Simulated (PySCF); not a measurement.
**CoNF: doublet, from a linear start**

The task is one start of a wider search on CoNF: the doublet, from a linear start. It is relaxed, tested by its Hessian and followed downhill if it is a saddle.

Program: PySCF 2.14.0. Level of theory: PBE0, basis Co def2-TZVP, N def2-TZVP, F def2-TZVP, no relativity, density fitting. These are calculated values, not measurements.

## Step 1: The system as given

3 atoms, charge 0, spin multiplicity 2.

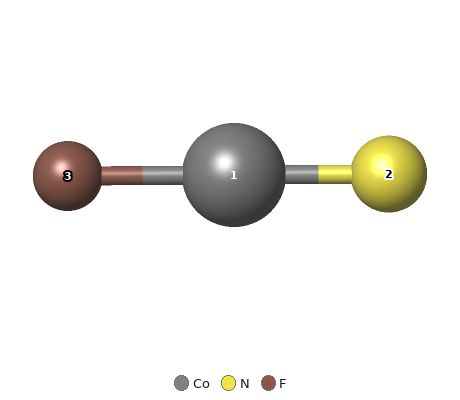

As it starts; cobalt grey, nitrogen yellow, fluorine brown; atoms are numbered from 1 in the order of the file.

```xyz
3
charge 0 multiplicity 2
Co    0.0000    0.0000    0.0000
N     0.0000    0.0000   -1.6300
F     0.0000    0.0000    1.7500
```

## Step 2: Finding the electronic state

The steps below are one call of a driver around PySCF. For each, scf.py gives the equivalent set-up of the SCF; relaxations use the driver's own optimiser. After this first run the driver tries any further starts and a stability analysis.

Input file scf.py:

```python
from pyscf import gto, scf, dft
mol = gto.M(atom='''
Co     0.000000     0.000000     0.000000
N      0.000000     0.000000    -1.630000
F      0.000000     0.000000     1.750000''',
    basis={'Co': 'def2-TZVP', 'N': 'def2-TZVP', 'F': 'def2-TZVP'},
    charge=0, spin=1)
mf = dft.UKS(mol, xc='PBE0')
mf.grids.atom_grid = (50, 194)
aux = {'Co': 'def2-universal-JKFIT', 'N': 'def2-universal-JKFIT', 'F': 'def2-universal-JKFIT'}
mf = mf.density_fit(auxbasis=aux)
mf.conv_tol = 1e-08
mf.diis_space = 10
mf.max_cycle = 60
mf.init_guess = 'minao'
mf.verbose = 4
mf.kernel()
```

Started as:

```
OMP_NUM_THREADS=4 python axn.py task.json out
```

Standard output:

```text
[... the frontier levels of the middle cycles are left out ...]
init E= -1535.94084825708
[... the frontier-level lines of each cycle are left out ...]
cycle= 1 E= -1519.92488775289  delta_E=   16  |g|= 5.67  |ddm|= 39.7
cycle= 2 E= -1474.13760305614  delta_E= 45.8  |g|= 13.1  |ddm|= 39.8
cycle= 3 E= -1519.02890199021  delta_E= -44.9  |g|= 8.25  |ddm|= 7.92
cycle= 4 E= -1513.34446162199  delta_E= 5.68  |g|=  7.7  |ddm|= 3.34
cycle= 5 E= -1524.14003806202  delta_E= -10.8  |g|= 6.64  |ddm|= 3.53
cycle= 6 E= -1529.88305305979  delta_E= -5.74  |g|= 5.23  |ddm|= 3.58
cycle= 7 E= -1531.72627711511  delta_E= -1.84  |g|= 4.48  |ddm|= 0.515
cycle= 8 E= -1531.35837447758  delta_E= 0.368  |g|=  4.6  |ddm|= 0.145
cycle= 9 E= -1531.38239609821  delta_E= -0.024  |g|= 4.59  |ddm|= 0.117
cycle= 10 E= -1532.31643104866  delta_E= -0.934  |g|= 4.28  |ddm|= 0.286
cycle= 11 E= -1531.9520722539  delta_E= 0.364  |g|= 4.36  |ddm|= 0.186
cycle= 12 E= -1511.72688970415  delta_E= 20.2  |g|= 6.41  |ddm|= 15.2
cycle= 13 E= -1533.13488766437  delta_E= -21.4  |g|= 3.56  |ddm|= 15.2
cycle= 14 E= -1534.88308683016  delta_E= -1.75  |g|= 2.34  |ddm|= 1.78
[... 3 cycles left out ...]
cycle= 18 E= -1536.91973285804  delta_E= -0.00299  |g|= 0.0499  |ddm|= 0.052
cycle= 19 E= -1536.92059394522  delta_E= -0.000861  |g|= 0.044  |ddm|= 0.0332
cycle= 20 E= -1536.92123132166  delta_E= -0.000637  |g|= 0.0339  |ddm|= 0.0188
cycle= 21 E= -1536.92045750201  delta_E= 0.000774  |g|= 0.0429  |ddm|= 0.0261
cycle= 22 E= -1536.92077959623  delta_E= -0.000322  |g|= 0.0218  |ddm|= 0.0312
cycle= 23 E= -1536.92069599072  delta_E= 8.36e-05  |g|= 0.0295  |ddm|= 0.0754
cycle= 24 E= -1536.9208800484  delta_E= -0.000184  |g|= 0.00656  |ddm|= 0.0119
cycle= 25 E= -1536.92094067638  delta_E= -6.06e-05  |g|= 0.00367  |ddm|= 0.0267
cycle= 26 E= -1536.92094541688  delta_E= -4.74e-06  |g|= 0.000494  |ddm|= 0.00237
cycle= 27 E= -1536.92094604654  delta_E= -6.3e-07  |g|= 0.000384  |ddm|= 0.00113
cycle= 28 E= -1536.92094617826  delta_E= -1.32e-07  |g|= 0.000374  |ddm|= 0.000183
cycle= 29 E= -1536.92094381521  delta_E= 2.36e-06  |g|= 0.000354  |ddm|= 0.00473
cycle= 30 E= -1536.92094354951  delta_E= 2.66e-07  |g|= 9.28e-05  |ddm|= 0.00216
cycle= 31 E= -1536.92094354398  delta_E= 5.53e-09  |g|= 4e-05  |ddm|= 0.000482
Extra cycle  E= -1536.9209435216  delta_E= 2.24e-08  |g|= 0.000324  |ddm|= 0.000109
converged SCF energy = -1536.9209435216  <S^2> = 0.7574732  2S+1 = 2.0074593
```

This step, with its further starts and checks, needed 25 s of wall time on 4 threads of Arm Neoverse V1, shared host.

The starts that the driver tried:

| start | energy (Eh) |
| --- | --- |
| the minimal-basis guess | -1536.920944 |
| a thermally smeared density | -1536.920944 |
| a smeared PBE density | -1536.920944 |

The first run landed in a state that is too high. Following the other starts and the instabilities gains 97.4 kJ/mol (-1536.95806 Eh), and the work goes on from there.

## Step 3: Relaxing the doublet from the linear start

The program finds C∞v symmetry in the start, which this walk keeps.

scf.py: that of step 2 with these lines changed.

```diff
@@ -3,3 +3,3 @@
-Co     0.000000     0.000000     0.000000
-N      0.000000     0.000000    -1.630000
-F      0.000000     0.000000     1.750000''',
+Co     0.000000     0.000000    -0.113365
+N      0.000000     0.000000    -1.743365
+F      0.000000    -0.000000     1.636635''',
@@ -15 +14,0 @@
-mf.init_guess = 'minao'
```

Energy and gradient, step by step:

| step | energy (Eh) | change (kJ/mol) | largest symmetric gradient (Eh/bohr) |
| --- | --- | --- | --- |
| 0 | -1536.958055 | 0.00 | 0.04321 |
| 1 | -1536.961184 | -8.21 | 0.02342 |
| 2 | -1536.962938 | -12.82 | 0.00328 |
| 3 | -1536.962979 | -12.93 | 0.00035 |
| 4 | -1536.962979 | -12.93 | 0.00000 |

The walk took 8 s.

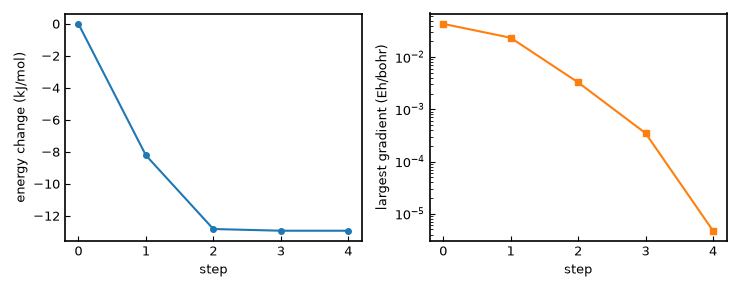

Energy and largest gradient along the walk.

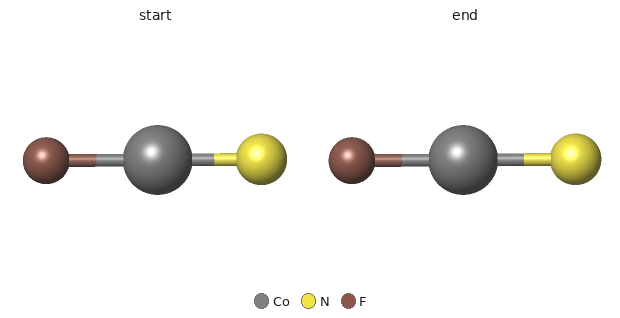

Start and end of the relaxation.

After 4 steps and 12.9 kJ/mol it ends at C∞v: Co–F 1.746 Å, Co–N 1.766 Å; F–Co–N 180.0°.

## Step 4: Hessian and properties

The point is checked on the finer grid, and tightened if its gradient asks for it. The Hessian and the dipole derivatives come from central differences of analytic gradients, with steps of 0.02 bohr.

scf.py: that of step 3 with these lines changed.

```diff
@@ -3,3 +3,3 @@
-Co     0.000000     0.000000    -0.113365
-N      0.000000     0.000000    -1.743365
-F      0.000000    -0.000000     1.636635''',
+Co    -0.000000    -0.000000    -0.091972
+N     -0.000000     0.000000    -1.857919
+F      0.000000     0.000000     1.654509''',
@@ -9 +9 @@
-mf.grids.atom_grid = (50, 194)
+mf.grids.atom_grid = (75, 302)
@@ -12 +12 @@
-mf.conv_tol = 1e-08
+mf.conv_tol = 1e-10
```

This SCF starts from the last density.

Log of the central SCF (cycles and frontier levels):

```text
init E= -1536.9628772707
[... the frontier-level lines of each cycle are left out ...]
cycle= 1 E= -1536.96287727067  delta_E= 2.86e-11  |g|= 1.31e-05  |ddm|= 6.79e-06
cycle= 2 E= -1536.96287727033  delta_E= 3.39e-10  |g|= 4.03e-05  |ddm|= 1.92e-05
cycle= 3 E= -1536.96287727071  delta_E= -3.82e-10  |g|= 2.08e-06  |ddm|= 1.47e-05
cycle= 4 E= -1536.96287727071  delta_E=    0  |g|= 3.98e-07  |ddm|= 8.86e-07
Extra cycle  E= -1536.96287727072  delta_E= -6.37e-12  |g|= 8.28e-07  |ddm|= 8.73e-07
converged SCF energy = -1536.96287727072  <S^2> = 2.4299211  2S+1 = 3.2740929
```

The whole step took 42 s.

Geometry: C∞v; Co–F 1.746 Å, Co–N 1.766 Å; F–Co–N 180.0°.

Modes, for the most abundant isotopes:

```csv
ω (cm⁻¹),IR (km/mol),μ (u),type
133,36.9,21.31,bend
133,36.9,21.31,bend
517,1.2,15.17,stretch
700,177,23.54,stretch
```

All wavenumbers are real: a minimum.

The SCF density has lower symmetry than the nuclear frame, so the modes carry no labels; pairs that should be degenerate can split.

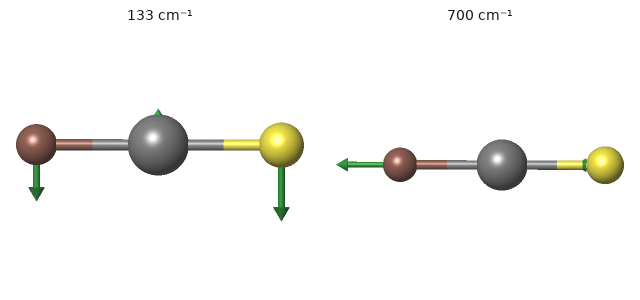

Displacements of 2 of the modes, as arrows (one member where a mode is degenerate).

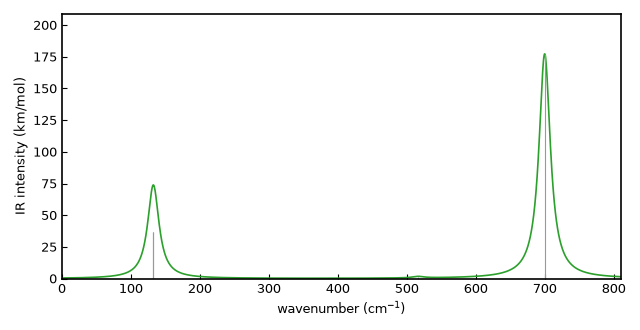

The harmonic infrared spectrum (widths in cm⁻¹). Lines are broadened to a width of 20 cm⁻¹ (Lorentzian).

Properties at this point:

```yaml
Dipole_moment: 0.70 D
Highest_occupied_level: -7.85 eV
Lowest_empty_level: -4.05 eV
Rotational_constants: 0.1672 cm⁻¹
Zero-point_energy: 8.9 kJ/mol
Principal_polarisabilities: 19.3, 19.3, 42.3 bohr³
Atomisation_energy_without_zero-point_energy: 672 kJ/mol
Principal_traceless_quadrupole_moments_about_the_centre_of_mass: -13.72, 6.86, 6.86 D Å
Entropy_at_298.15_K_and_1_bar_electronic_part_spin_only: 266.7 J/(mol K)
Heat_capacity_Cp_at_298.15_K: 53.7 J/(mol K)
Enthalpy_at_298.15_K_above_0_K: 13.07 kJ/mol
Rotational_symmetry_number: 1
Spin_squared_⟨S²⟩: 2.430
```

Charges (e) and bond orders:

```json
{"atom": "Co1", "Mulliken": "0.80", "Löwdin": "0.51", "polar tensor": "1.24", "spin (Mulliken)": "2.69", "Mayer order to Co1": "–"}
{"atom": "N2", "Mulliken": "-0.29", "Löwdin": "-0.17", "polar tensor": "-0.47", "spin (Mulliken)": "-1.77", "Mayer order to Co1": "1.29"}
{"atom": "F3", "Mulliken": "-0.51", "Löwdin": "-0.33", "polar tensor": "-0.77", "spin (Mulliken)": "0.08", "Mayer order to Co1": "0.81"}
```

Outer orbital energies (eV). α occupied: -12.95, -12.95, -11.08, -11.08, -10.39, -10.17, -10.17, -7.85; empty: -3.09, -3.09, -0.34, 2.37. β occupied: -12.25, -11.25, -11.25, -10.13, -10.13, -9.18, -8.67, -8.67; empty: -4.05, -2.76, -2.76, 0.55.

Mulliken populations on Co1: s 6.51, p 12.27, d 7.41, f 0.00.

## Step 5: What came out

```
                                          quantity                                      value
                                           minimum            broken-symmetry (Ms = 1/2), C∞v
                                          geometry  Co–F 1.746 Å, Co–N 1.766 Å; F–Co–N 180.0°
                                wavenumbers (cm⁻¹)                         133, 133, 517, 700
                                     dipole moment                                     0.70 D
highest occupied, lowest empty level (either spin)                            -7.85, -4.05 eV
                        polar-tensor charge of Co1                                    +1.24 e
                                 zero-point energy                                 8.9 kJ/mol
                               entropy at 298.15 K                            266.7 J/(mol K)
         atomisation energy (no zero-point energy)                                 672 kJ/mol
                                              ⟨S²⟩                                      2.430
```

**Reading.** The linear start keeps its C∞v symmetry and ends in a minimum. The determinant is spin-contaminated (⟨S²⟩ = 2.43 against 0.75), so it is no pure spin state. The strongest infrared band lies at 700 cm⁻¹ (stretch). The first SCF alone would have been 97 kJ/mol too high. Only this shape and spin were tried, so other structures or states may lie lower. The SCF density has lower symmetry than the nuclear frame. One determinant may miss the lowest occupation of an open d or f shell.

The search up to here took 75 s.
